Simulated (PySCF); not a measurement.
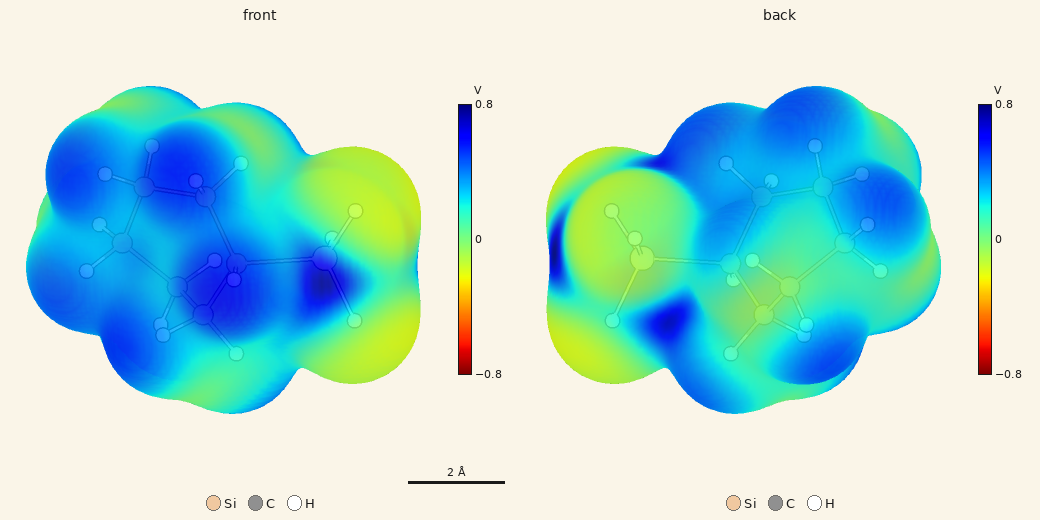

Figure 1: C6H14Si. The molecular electrostatic potential painted on the density surface at 0.002 e/bohr³, seen from the front and from behind; red is negative and blue positive.

Geometry: GFN2-xTB; a saddle point, not a minimum.

All numbers below come from BP86/pcSseg-1, SCF density, in a methanol solvent model, non-relativistic in PySCF 2.14.0.

| atom | x (Å) | y (Å) | z (Å) |
| --- | --- | --- | --- |
| Si | -2.2559 | -0.1784 | 1.1160 |
| C | -1.0619 | -0.1150 | -0.3759 |
| C | -0.3503 | 1.2602 | -0.4288 |
| C | 1.1928 | 1.3203 | -0.5239 |
| C | 1.9510 | -0.0029 | -0.3696 |
| C | 1.1459 | -1.0241 | 0.4182 |
| C | -0.1180 | -1.3220 | -0.3711 |
| H | -3.0078 | -1.4344 | 1.0766 |
| H | -1.5022 | -0.0946 | 2.3688 |
| H | -3.1764 | 0.9578 | 1.0371 |
| H | -1.6745 | -0.2048 | -1.2801 |
| H | -0.7612 | 1.8195 | -1.2715 |
| H | -0.6330 | 1.8231 | 0.4645 |
| H | 1.5410 | 2.0054 | 0.2518 |
| H | 1.4743 | 1.7661 | -1.4800 |
| H | 2.1634 | -0.4261 | -1.3548 |
| H | 2.9111 | 0.1875 | 0.1147 |
| H | 0.8916 | -0.6319 | 1.4042 |
| H | 1.7330 | -1.9352 | 0.5539 |
| H | -0.6345 | -2.1908 | 0.0444 |
| H | 0.1715 | -1.5799 | -1.3946 |

> Where is the surface potential most negative and most positive?

The most negative region (about −0.2 V) lies over H8 and H10, the most positive (about +0.7 V, or +16 kcal/mol for a unit charge) over Si1.

> What dipole moment does the calculation give?

Its dipole moment is 1.04 D.
